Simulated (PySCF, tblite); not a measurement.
# Si3N3H10 radical, a small gas-phase stand-in for a defect centre (Si site with back bonds N[SiH3], N[SiH3], N): EPR parameters

Wanted: the EPR parameters for `N[Si](N[SiH3])N[SiH3]`. It is drawn as: dangling bond.

Computed with tblite 0.8.0 and PySCF 2.14.0; each step states its level. No surroundings beyond the atoms listed, unless a continuum is named. Atoms count from 0, parts from 1.

## 1. The system as given

16 atoms, charge 0, multiplicity 2; geometry: distance geometry start.

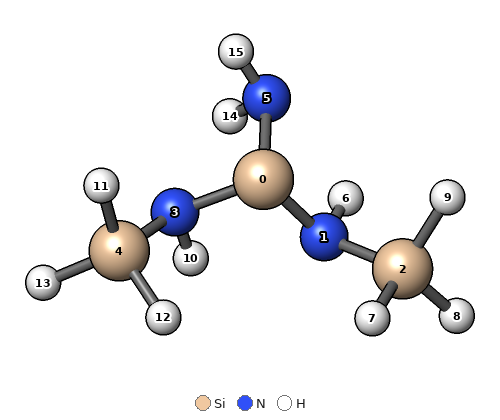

The starting geometry (silicon light orange, nitrogen blue, hydrogen white), atoms numbered.

## 2. Relaxing the cluster with GFN2-xTB

What the job is given:

```
{"job": {"kind": "relax", "xc": "GFN2-xTB", "basis": "xTB"}, "charge": 0, "multiplicity": 2}
Si     0.533826    -0.004093    -0.426772
N     -1.059263    -0.488303    -0.656003
Si    -1.107352    -2.178609    -0.642033
N      0.222981     1.306805     0.568095
Si     1.028590     1.093473     2.029474
N      0.570362     0.960694    -1.838908
H     -1.290782    -0.163443    -1.590486
H     -0.639472    -2.690284     0.663189
H     -2.481361    -2.590986    -0.900283
H     -0.241498    -2.705012    -1.732904
H     -0.777479     1.249076     0.744450
H      2.486130     1.063060     1.772544
H      0.598706    -0.164675     2.674160
H      0.679866     2.238063     2.905856
H      0.027378     1.783142    -1.568915
H      1.518082     1.318057    -1.956715
```

Method: GFN2-xTB geometry optimisation, gas phase.

Started as:

```console
OMP_NUM_THREADS=1 python cluster_run.py task.json out
```

One launch serves the whole session: the jobs run in the order shown.

The program printed:

```text
step      E/eV     max force
  0    -517.89825    2.716
  1    -518.21770    1.363
  2    -518.37247    1.038
  3    -518.56065    1.292
  4    -518.72435    1.135
  5    -518.88406    0.879
  6    -519.03017    0.834
  7    -519.11583    0.802
  8    -519.19189    0.811
  9    -519.26701    0.573
 10    -519.32076    0.434
 11    -519.35657    0.590
 12    -519.38237    0.715
 13    -519.40451    0.576
 14    -519.42425    0.260
 15    -519.43465    0.182
 16    -519.43886    0.178
 17    -519.44118    0.144
 18    -519.44292    0.096
 19    -519.44488    0.091
 20    -519.44630    0.089
 21    -519.44723    0.083
 22    -519.44802    0.070
 23    -519.44888    0.084
 24    -519.44971    0.087
 25    -519.45042    0.081
 26    -519.45111    0.078
 27    -519.45207    0.096
 28    -519.45348    0.100
 29    -519.45526    0.129
 30    -519.45706    0.127
 31    -519.45902    0.122
 32    -519.46155    0.133
 33    -519.46452    0.151
 34    -519.46765    0.184
 35    -519.47081    0.159
 36    -519.47471    0.192
 37    -519.48052    0.205
 38    -519.48748    0.208
 39    -519.49257    0.196
 40    -519.49515    0.164
 41    -519.49631    0.197
 42    -519.49893    0.123
 43    -519.50158    0.117
 44    -519.50554    0.184
 45    -519.50942    0.193
 46    -519.51273    0.158
 47    -519.51577    0.124
 48    -519.52016    0.141
 49    -519.52703    0.201
 50    -519.53738    0.371
 51    -519.54982    0.301
 52    -519.55940    0.584
 53    -519.51365    1.182
 54    -519.56952    0.238
 55    -519.57351    0.267
 56    -519.57698    0.229
 57    -519.58292    0.193
 58    -519.58562    0.149
 59    -519.58868    0.161
 60    -519.59287    0.154
 61    -519.59518    0.150
 62    -519.59713    0.094
 63    -519.59799    0.090
 64    -519.59870    0.068
 65    -519.59936    0.059
 66    -519.59987    0.077
 67    -519.60035    0.061
 68    -519.60077    0.049
 69    -519.60109    0.039
 70    -519.60132    0.039
 71    -519.60153    0.037
 72    -519.60180    0.033
 73    -519.60212    0.040
 74    -519.60246    0.038
 75    -519.60278    0.040
 76    -519.60313    0.040
 77    -519.60354    0.058
 78    -519.60402    0.065
 79    -519.60449    0.050
 80    -519.60492    0.058
 81    -519.60536    0.068
 82    -519.60589    0.070
 83    -519.60653    0.086
 84    -519.60724    0.076
 85    -519.60806    0.078
 86    -519.60910    0.081
 87    -519.61041    0.073
 88    -519.61177    0.088
 89    -519.61282    0.089
 90    -519.61337    0.101
 91    -519.61355    0.114
 92    -519.61423    0.054
 93    -519.61466    0.048
 94    -519.61574    0.094
 95    -519.61656    0.078
 96    -519.61768    0.086
 97    -519.61837    0.104
 98    -519.61896    0.055
 99    -519.61924    0.047
100    -519.61966    0.054
101    -519.62005    0.056
102    -519.62061    0.072
103    -519.62136    0.119
104    -519.62240    0.124
105    -519.62336    0.137
106    -519.62453    0.075
107    -519.62514    0.081
108    -519.62569    0.059
109    -519.62616    0.089
110    -519.62699    0.091
111    -519.62801    0.130
112    -519.62910    0.125
113    -519.63032    0.107
114    -519.63127    0.061
115    -519.63200    0.060
116    -519.63254    0.072
117    -519.63332    0.097
118    -519.63444    0.082
119    -519.63549    0.120
120    -519.63672    0.094
121    -519.63755    0.066
122    -519.63789    0.134
123    -519.63863    0.069
124    -519.63923    0.055
125    -519.63998    0.059
126    -519.64040    0.057
127    -519.64079    0.065
128    -519.64124    0.064
129    -519.64181    0.067
130    -519.64235    0.057
131    -519.64287    0.061
132    -519.64335    0.049
133    -519.64379    0.059
134    -519.64420    0.056
135    -519.64469    0.061
136    -519.64526    0.111
137    -519.64561    0.110
138    -519.64637    0.065
139    -519.64700    0.044
140    -519.64761    0.052
141    -519.64805    0.075
142    -519.64851    0.055
143    -519.64902    0.077
144    -519.64930    0.057
145    -519.64956    0.030
146    -519.64977    0.037
147    -519.64996    0.035
148    -519.65013    0.033
149    -519.65027    0.033
150    -519.65041    0.035
151    -519.65055    0.030
152    -519.65067    0.027
153    -519.65077    0.037
154    -519.65089    0.039
155    -519.65105    0.035
156    -519.65120    0.026
157    -519.65133    0.023
158    -519.65144    0.027
159    -519.65158    0.026
160    -519.65177    0.039
161    -519.65198    0.041
162    -519.65216    0.037
163    -519.65232    0.053
164    -519.65253    0.050
165    -519.65287    0.058
166    -519.65322    0.059
167    -519.65356    0.039
168    -519.65389    0.057
169    -519.65431    0.074
170    -519.65487    0.085
171    -519.65551    0.092
172    -519.65612    0.060
173    -519.65657    0.049
174    -519.65690    0.065
175    -519.65729    0.060
176    -519.65798    0.055
177    -519.65863    0.077
178    -519.65946    0.105
179    -519.66046    0.110
180    -519.66126    0.094
181    -519.66034    0.144
182    -519.66239    0.079
183    -519.66245    0.061
184    -519.66285    0.036
185    -519.66302    0.029
186    -519.66324    0.034
187    -519.66342    0.047
188    -519.66358    0.035
189    -519.66373    0.030
190    -519.66388    0.037
191    -519.66403    0.037
192    -519.66421    0.032
193    -519.66446    0.038
194    -519.66460    0.040
195    -519.66478    0.033
196    -519.66493    0.030
197    -519.66522    0.031
198    -519.66542    0.039
199    -519.66570    0.034
200    -519.66595    0.032
201    -519.66595    0.032
202    -519.67150    0.078
203    -519.67356    0.171
204    -519.67451    0.084
205    -519.67532    0.154
206    -519.67555    0.166
207    -519.67226    0.421
208    -519.67406    0.335
209    -519.67587    0.110
210    -519.67727    0.033
211    -519.67751    0.121
212    -519.67798    0.056
213    -519.67829    0.036
214    -519.67876    0.064
215    -519.67898    0.023
216    -519.67902    0.028
217    -519.67905    0.016
218    -519.67907    0.014
219    -519.67909    0.009
220    -519.67909    0.006
```

Wall time 6.3 s (1 thread of Arm Neoverse V2, shared host).

Step by step:

```csv
step,energy from step 0 (eV),largest force (eV/Å)
0,0.0000,2.7160
9,-1.3688,0.5724
18,-1.5447,0.0967
27,-1.5538,0.0954
36,-1.5765,0.1917
45,-1.6112,0.1921
54,-1.6713,0.2385
63,-1.6997,0.0901
72,-1.7036,0.0328
81,-1.7071,0.0681
90,-1.7151,0.1006
99,-1.7210,0.0469
108,-1.7274,0.0595
117,-1.7351,0.0975
126,-1.7422,0.0573
135,-1.7464,0.0614
144,-1.7511,0.0574
153,-1.7525,0.0361
162,-1.7539,0.0376
171,-1.7573,0.0920
180,-1.7630,0.0940
189,-1.7655,0.0300
198,-1.7672,0.0396
207,-1.7740,0.4217
216,-1.7808,0.0281
220,-1.7808,0.0062
```

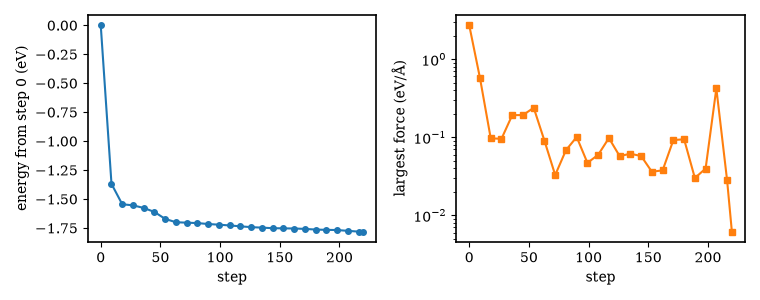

Energy and largest force along the relaxation.

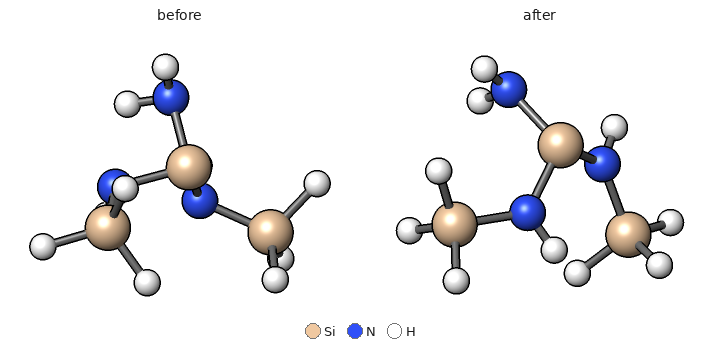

The geometry before (left) and after (right).

Close pairs (by a distance rule), those that changed most:

```csv
bond,before (Å),after (Å),change (Å)
Si0–N3,1.675,1.742,+0.068
Si0–N1,1.681,1.740,+0.060
N3–Si4,1.682,1.725,+0.042
N1–Si2,1.691,1.726,+0.035
Si2–H9,1.489,1.462,-0.027
Si0–N5,1.711,1.730,+0.020
Si4–H12,1.478,1.462,-0.015
Si4–H11,1.480,1.465,-0.015
```

## 3. Optimising the geometry at PBE0-D3(BJ)/def2-SVP

What the job is given:

```
{"job": {"xc": "PBE0", "basis": "def2-SVP", "d3": "d3bj", "grid": 2, "kind": "geom", "shake": 0.01}, "charge": 0, "multiplicity": 2}
Si     0.932270    -0.069068    -0.758996
N     -0.357796    -1.032080    -1.445553
Si    -1.431718    -2.144364    -0.668416
N      0.656208     0.042157     0.949575
Si     0.742689     1.392881     1.996611
N      0.833258     1.483530    -1.584558
H     -0.421596    -0.953029    -2.443363
H     -0.603528    -3.035636     0.181850
H     -2.389279    -1.432363     0.202153
H     -2.093892    -2.873935    -1.718698
H      0.264475    -0.815466     1.368123
H      1.927448     2.164854     1.590614
H      0.857802     0.885857     3.355380
H     -0.454844     2.272490     1.930501
H     -0.054573     1.956352    -1.538153
H      1.581626     2.146506    -1.394924
```

The program printed:

```text
step   0  E = -1037.86139867  max force = 0.028047
step   1  E = -1037.86898004  max force = 0.005837
step   2  E = -1037.86982485  max force = 0.003990
step   3  E = -1037.87070400  max force = 0.003888
step   4  E = -1037.87112173  max force = 0.002902
step   5  E = -1037.87182093  max force = 0.003224
step   6  E = -1037.87233574  max force = 0.004971
step   7  E = -1037.87291321  max force = 0.007882
step   8  E = -1037.87338124  max force = 0.002924
step   9  E = -1037.87371722  max force = 0.002195
step  10  E = -1037.87386435  max force = 0.001628
step  11  E = -1037.87396945  max force = 0.001405
step  12  E = -1037.87404747  max force = 0.001702
step  13  E = -1037.87408947  max force = 0.000859
step  14  E = -1037.87410989  max force = 0.000506
step  15  E = -1037.87411726  max force = 0.000384
optimisation converged
```

Wall time 6.1 min (1 thread of Arm Neoverse V2, shared host); peak memory 0.82 GiB.

Relaxation path:

```csv
step,energy from step 0 (eV),largest force component (eV/Å)
0,0.0000,1.4422
1,-0.2063,0.3002
2,-0.2293,0.2052
3,-0.2532,0.1999
4,-0.2646,0.1492
5,-0.2836,0.1658
6,-0.2976,0.2556
7,-0.3133,0.4053
8,-0.3261,0.1504
9,-0.3352,0.1129
10,-0.3392,0.0837
11,-0.3421,0.0722
12,-0.3442,0.0875
13,-0.3453,0.0442
14,-0.3459,0.0260
15,-0.3461,0.0197
```

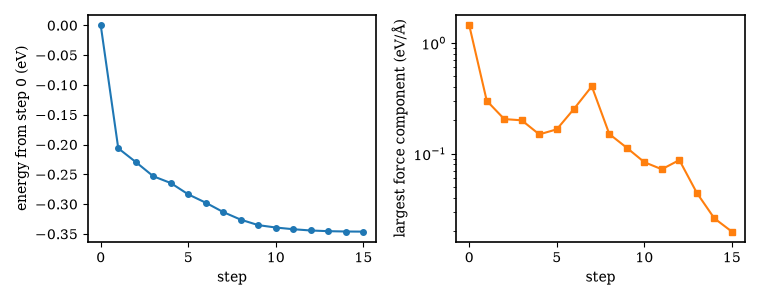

Energy and force, step by step.

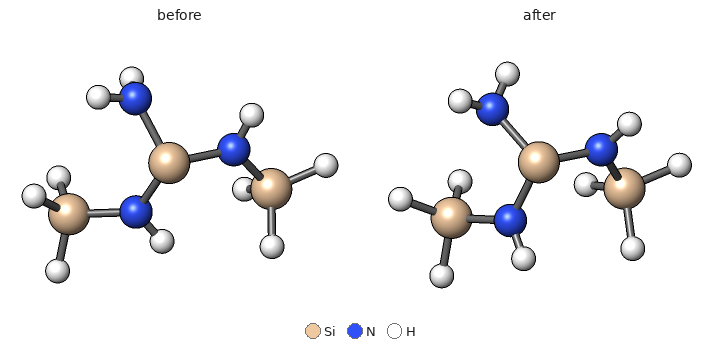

The geometry before (left) and after (right).

Close pairs (by a distance rule), those that changed most:

```csv
bond,before (Å),after (Å),change (Å)
Si2–H9,1.440,1.497,+0.056
Si4–H12,1.455,1.497,+0.042
N3–Si4,1.711,1.752,+0.041
Si4–H11,1.471,1.497,+0.025
Si0–N5,1.761,1.742,-0.020
N1–Si2,1.730,1.750,+0.019
Si2–H8,1.477,1.493,+0.016
N3–H10,1.032,1.016,-0.016
```

The end geometry stands in the next job.

```csv
at the end point,value
point group (found at 0.08 Å tolerance),C1
"rotational constants (GHz, main isotopes)","2.391, 1.268, 0.956"
dipole moment (D),2.06
⟨S²⟩,0.752
```

## 4. g tensor and hyperfine couplings: B3LYP/IGLO-III+pcH-1

What the job is given:

```
{"job": {"kind": "epr"}, "charge": 0, "multiplicity": 2}
Si     1.048889    -0.065767    -0.929124
N     -0.297684    -0.986377    -1.540200
Si    -1.465269    -1.779547    -0.506107
N      0.984136    -0.207238     0.808805
Si     0.551404     1.121272     1.865919
N      0.770630     1.627302    -1.228607
H     -0.316250    -1.241092    -2.522908
H     -0.865526    -2.819029     0.388683
H     -2.207076    -0.807581     0.350477
H     -2.437821    -2.466418    -1.412741
H      1.365354    -1.037010     1.253908
H      1.506492     2.271829     1.805655
H      0.594873     0.574876     3.259048
H     -0.822282     1.634775     1.592669
H      0.040333     1.886301    -1.884819
H      1.546062     2.280106    -1.270527
```

Method: UKS B3LYP, IGLO-III on N Si, pcH-1 on H, non-relativistic, mean-field spin-orbit, GIAO.

The program printed:

```text
UKS, coarse grid
  cycle   1  E = -1038.87670558  |g| = 5.70e-01
  cycle   2  E = -1038.65394705  |g| = 8.99e-01
  cycle   3  E = -1039.00185107  |g| = 6.85e-02
  cycle   4  E = -1039.00370067  |g| = 2.46e-02
  cycle   5  E = -1039.00386396  |g| = 1.47e-02
  cycle   6  E = -1039.00395539  |g| = 1.69e-03
  cycle   7  E = -1039.00395713  |g| = 6.56e-04
UKS, final grid
  cycle   1  E = -1039.00396121  |g| = 7.39e-04
  cycle   2  E = -1039.00396099  |g| = 1.08e-03
  cycle   3  E = -1039.00396146  |g| = 1.63e-04
  cycle   4  E = -1039.00396147  |g| = 2.34e-05
  cycle   5  E = -1039.00396147  |g| = 2.05e-05
E = -1039.00396147 Eh   <S^2> = 0.7520 (exact 0.7500)
g shifts (ppm)      1          2          3
  rmc          -178       -178       -178
  gc             76         71         34
  oz_so        -577       -459        210
  total        -679       -566         66
hyperfine (MHz)  atom isotope    a_iso     a_fc   dipolar eigenvalues
    0  29Si    -756.81    -757.78   -116.94     58.11     58.83
    1   14N      25.93      25.93     -4.33     -3.99      8.32
    2  29Si      -3.25      -3.27     -3.86      1.71      2.15
    3   14N      26.57      26.57     -4.36     -3.99      8.35
    4  29Si      -3.11      -3.14     -3.98      1.73      2.25
    5   14N      19.07      19.07     -6.17     -5.76     11.93
    6    1H      -5.09      -5.09     -7.18     -3.25     10.42
    7    1H      -0.49      -0.49     -1.25     -0.99      2.24
    8    1H       5.73       5.73     -1.21     -0.65      1.86
    9    1H       2.73       2.73     -1.11     -0.77      1.88
   10    1H      -5.65      -5.65     -7.13     -3.23     10.35
   11    1H      -1.10      -1.10     -1.26     -0.98      2.24
   12    1H       1.76       1.76     -1.14     -0.76      1.90
   13    1H       6.16       6.16     -1.20     -0.67      1.87
   14    1H      -2.05      -2.07     -8.46     -2.12     10.58
   15    1H      -6.65      -6.65     -8.50     -4.00     12.50
```

Wall time 2.2 min (1 thread of Arm Neoverse V2, shared host); peak memory 1.4 GiB.

Principal g values 2.00164, 2.00175, 2.00239; g(iso) = 2.00193, against 2.00232 for a free electron.

Hyperfine couplings, nucleus by nucleus at this fixed geometry (no averaging over rotations):

```csv
nuclei,isotope,a(iso) (MHz),"a(iso) (G, at g = 2.0023)",largest dipolar term (MHz)
Si0,29Si,-756.8,-270.0,-116.9
N3,14N,26.6,9.5,8.3
N1,14N,25.9,9.3,8.3
N5,14N,19.1,6.8,11.9
H15,1H,-6.6,-2.4,12.5
H13,1H,6.2,2.2,1.9
H8,1H,5.7,2.0,1.9
H10,1H,-5.6,-2.0,10.4
H6,1H,-5.1,-1.8,10.4
Si2,29Si,-3.2,-1.2,-3.9
Si4,29Si,-3.1,-1.1,-4.0
H9,1H,2.7,1.0,1.9
H14,1H,-2.1,-0.7,10.6
H12,1H,1.8,0.6,1.9
```

Mulliken spin populations:

Si0 0.77; N1 0.05; Si2 0.02; N3 0.05; Si4 0.02; N5 0.08; H6 0.00; H7 0.00; H8 0.00; H9 0.00; H10 0.00; H11 0.00; H12 0.00; H13 0.00; H14 0.01; H15 0.00

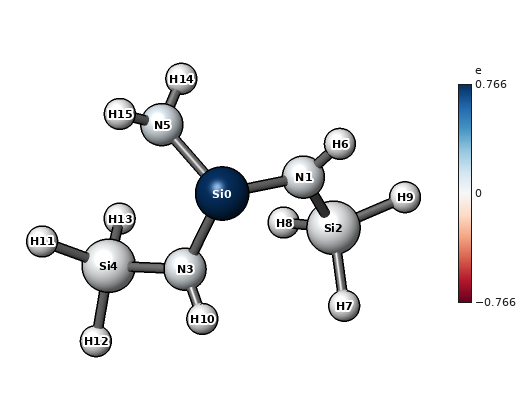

Mulliken spin populations, as colours on the atoms.

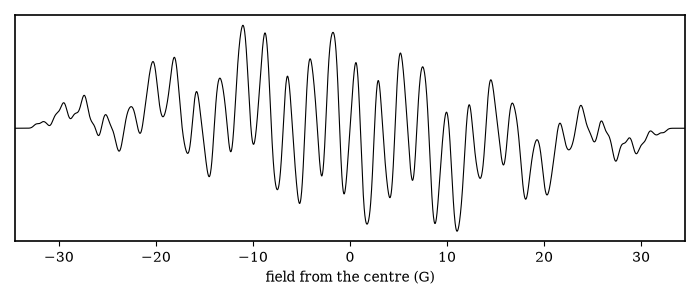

First-order isotropic spectrum (first derivative, main isotopes with spin only, couplings over 0.8 MHz, Gaussian width 0.3 G; couplings of the frozen geometry, rotation of groups not averaged beyond the rows shown).

The fields below are evaluated on a grid from the run's orbitals.

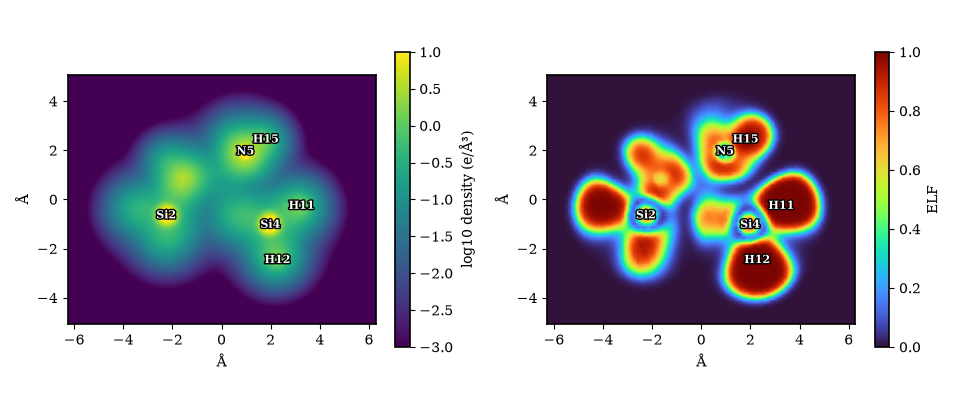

Density (left) and ELF (right) in a plane through or near 6 of the atoms.

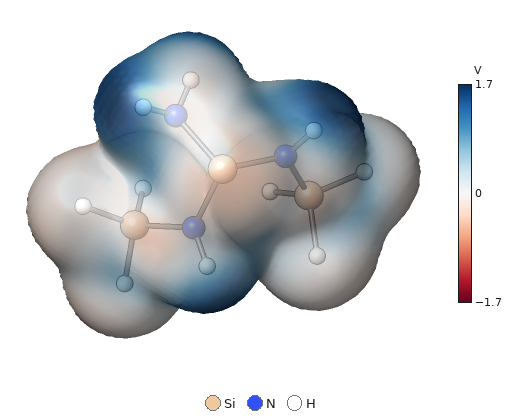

Electrostatic potential on the surface of density 0.002 e/bohr³; red is low, blue high. It runs from -0.58 to 1.70 V.

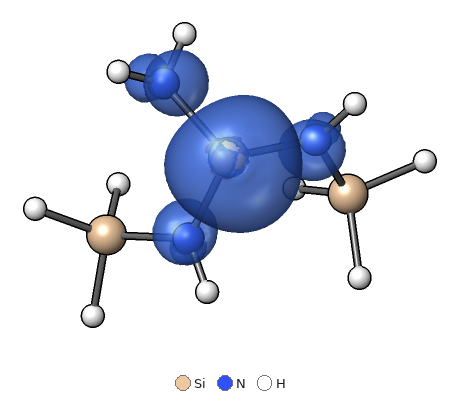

Spin density at ±0.03 e/Å³ (alpha excess blue, beta excess red).

## 5. EPR parameters: BHandHLYP/IGLO-III+pcH-1

The job, as its differences from that of step 4:

```diff
@@ -1,2 +1,2 @@
-{"job": {"kind": "epr"}, "charge": 0, "multiplicity": 2}
+{"job": {"kind": "epr", "xc": "BHandHLYP"}, "charge": 0, "multiplicity": 2}
 Si     1.048889    -0.065767    -0.929124
```

Level: UKS BHandHLYP, IGLO-III on N Si, pcH-1 on H, non-relativistic, mean-field spin-orbit, GIAO.

The program printed:

```text
UKS, coarse grid
  cycle   1  E = -1038.74938743  |g| = 4.32e-01
  cycle   2  E = -1038.75271758  |g| = 4.39e-01
  cycle   3  E = -1038.83112027  |g| = 4.79e-02
  cycle   4  E = -1038.83239572  |g| = 1.42e-02
  cycle   5  E = -1038.83250157  |g| = 6.90e-03
  cycle   6  E = -1038.83252951  |g| = 2.13e-03
  cycle   7  E = -1038.83253467  |g| = 4.81e-04
UKS, final grid
  cycle   1  E = -1038.83253647  |g| = 2.55e-04
  cycle   2  E = -1038.83253659  |g| = 1.70e-04
  cycle   3  E = -1038.83253661  |g| = 1.04e-04
  cycle   4  E = -1038.83253663  |g| = 3.75e-05
  cycle   5  E = -1038.83253663  |g| = 8.54e-06
E = -1038.83253663 Eh   <S^2> = 0.7533 (exact 0.7500)
g shifts (ppm)      1          2          3
  rmc          -180       -180       -180
  gc             80         75         30
  oz_so        -681       -549        186
  total        -782       -654         36
hyperfine (MHz)  atom isotope    a_iso     a_fc   dipolar eigenvalues
    0  29Si    -795.21    -796.20   -125.87     62.39     63.49
    1   14N      26.38      26.38     -4.27     -3.89      8.16
    2  29Si      -2.71      -2.72     -3.47      1.54      1.94
    3   14N      26.64      26.64     -4.28     -3.87      8.15
    4  29Si      -2.61      -2.63     -3.55      1.53      2.02
    5   14N      20.51      20.52     -6.00     -5.55     11.55
    6    1H      -5.94      -5.95     -7.34     -3.36     10.70
    7    1H      -0.97      -0.97     -1.25     -1.02      2.28
    8    1H       4.67       4.67     -1.17     -0.71      1.88
    9    1H       2.95       2.95     -1.06     -0.79      1.84
   10    1H      -6.48      -6.48     -7.26     -3.32     10.58
   11    1H      -1.42      -1.42     -1.26     -1.00      2.26
   12    1H       2.11       2.11     -1.08     -0.78      1.86
   13    1H       5.01       5.01     -1.16     -0.73      1.89
   14    1H      -3.38      -3.40     -8.47     -2.17     10.64
   15    1H      -7.84      -7.85     -8.60     -4.09     12.69
```

Run time: 2.3 min. Hardware: 1 thread of Arm Neoverse V2, shared host; peak memory 1.4 GiB.

In short: g(iso) 2.00185.

## 6. Side by side: EPR parameters

g, ⟨S²⟩ and isotropic hyperfine couplings (MHz), with basis size and wall time:

```csv
run,g(iso),⟨S²⟩,29Si Si0,14N N3,14N N1,14N N5,1H H15,functions,time
B3LYP/IGLO-III+pcH-1,2.00193,0.752,-756.8,26.6,25.9,19.1,-6.6,337,2.2 min
BHandHLYP/IGLO-III+pcH-1,2.00185,0.753,-795.2,26.6,26.4,20.5,-7.8,337,2.3 min
```

## 7. Outcome

| quantity | value |
| --- | --- |
| point group | C1 |
| rotational constants (main isotopes) | 2.39, 1.27, 0.96 GHz |
| g(iso) (B3LYP) | 2.00193 |
| ⟨S²⟩ | 0.752 (exact 0.75) |
| largest a(iso) | 29Si on Si0, -756.8 MHz |
| potential on the surface of density 0.002 e/bohr³, 1st and 99th percentile | -0.58 V and 1.70 V |

In words: The start of the PBE0/def2-SVP relaxation was shaken at random by about 0.01 Å, so part of the energy gained, and of the first lengths quoted, undoes that. Over 15 steps the energy fell by 0.346 eV; of the close pairs, Si2–H9 changed most, 1.440 to 1.497 Å (PBE0/def2-SVP). Most of the unpaired spin sits on Si0 (0.77 e). The isotropic g lies 0.4 ppt below the free-electron value. The coupling of 29Si on Si0 runs from -795.2 (BHandHLYP/IGLO-III+pcH-1) to -756.8 MHz (B3LYP/IGLO-III+pcH-1). A capped cluster stands for the solid here, so long-range fields and strain are missing, and bands or shifts of the capping hydrogens have no counterpart in it.
